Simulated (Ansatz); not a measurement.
# C5H15NSi: what the fields show

Input file:

```
crystal:
  periodic: [false, false, false]
  atoms:
    - {symbol: Si, position_ang: [1.014308, 1.319072, 0.615622]}
    - {symbol: H, position_ang: [1.188456, 1.282455, 2.113558]}
    - {symbol: H, position_ang: [2.359655, 1.420512, -0.061282]}
    - {symbol: C, position_ang: [0.010188, 2.857414, 0.156089]}
    - {symbol: H, position_ang: [0.547108, 3.781814, 0.456732]}
    - {symbol: H, position_ang: [-0.978621, 2.854915, 0.658841]}
    - {symbol: H, position_ang: [-0.163164, 2.905425, -0.938775]}
    - {symbol: N, position_ang: [0.301746, -0.211800, 0.151033]}
    - {symbol: C, position_ang: [-0.641011, -0.916594, 1.012212]}
    - {symbol: C, position_ang: [-2.118063, -0.591356, 0.750822]}
    - {symbol: C, position_ang: [0.459472, -0.727027, -1.206618]}
    - {symbol: C, position_ang: [1.340443, -1.978473, -1.292271]}
    - {symbol: H, position_ang: [-0.395411, -0.679571, 2.070308]}
    - {symbol: H, position_ang: [-0.484011, -2.015931, 0.912980]}
    - {symbol: H, position_ang: [-2.327380, 0.483136, 0.930589]}
    - {symbol: H, position_ang: [-2.406796, -0.817824, -0.296248]}
    - {symbol: H, position_ang: [-2.781005, -1.185229, 1.413895]}
    - {symbol: H, position_ang: [-0.537158, -0.938886, -1.663212]}
    - {symbol: H, position_ang: [0.902149, 0.070083, -1.842956]}
    - {symbol: H, position_ang: [2.361950, -1.762414, -0.919328]}
    - {symbol: H, position_ang: [0.928558, -2.809315, -0.683571]}
    - {symbol: H, position_ang: [1.418587, -2.340406, -2.338410]}
basis:
  gaussian: {orbitals: def2-TZVP, initial_orbitals: start.molden}
hamiltonian: {xc: pbe0, dispersion: d4}
scf: {omitted_lower_state_checks: [starts]}
output: {orbitals: {seedname: orbitals}}
```

Run with:

```sh
ansatz run in.yaml --threads 4 --pin off --events-out ev --progress --plain --max-ram 4787MiB
```

Geometry: PBE-D4/def2-SVP.

Level of theory: RKS PBE0-D4/def2-TZVP (Ansatz 0.2.0).

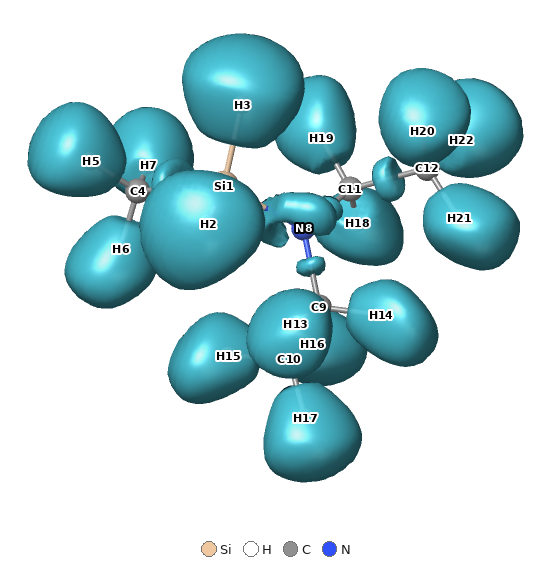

Figure 1. Isosurface of the electron localisation function at 0.85 (cyan), seen across its widest extent. Only the valence region is drawn (cores and ρ < 0.01 e/Å³ removed).

### Where are the electrons localised?

The surface consists of two regions between bonded C–C atoms (shared pairs), two regions between bonded C–N atoms (shared pairs), one region between bonded C–Si atoms (shared pairs), one region between bonded N–Si atoms (shared pairs) and 15 regions around hydrogen nuclei. Along the contacts the grid gives the following. C–N (1.46 Å): the ELF peaks at about 0.90 between the atoms; localised, covalent bonding. C–C (1.53 Å): the ELF peaks at about 0.95 between the atoms (a shared electron pair).

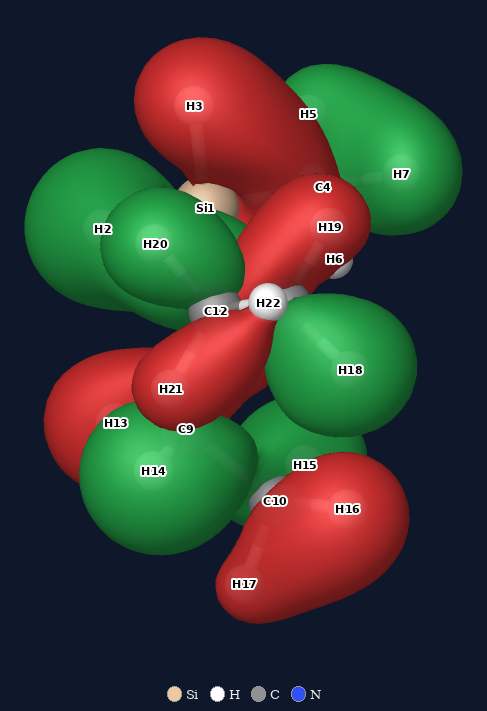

Figure 2. The HOMO−1 at ±0.06 Å⁻³ᐟ² (green and red are the two phases), seen at an oblique angle.

### Where does this orbital lie, and at what energy?

Its weight (Hirshfeld) is mainly on Si1 (about 15 %), C9 (about 10 %), C4 (about 10 %), N8 (about 10 %) and C10 (about 5 %). Its energy is −8.90 eV.

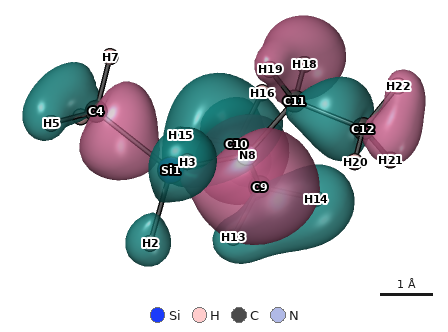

Figure 3. The HOMO at ±0.06 Å⁻³ᐟ² (teal and pink are the two phases), seen from one side.

### Where does this orbital lie, and at what energy?

It lies mainly on N8 (about 50 %), Si1 (about 10 %), C11 (about 5 %) and C9 (about 5 %). Its energy is −6.13 eV.
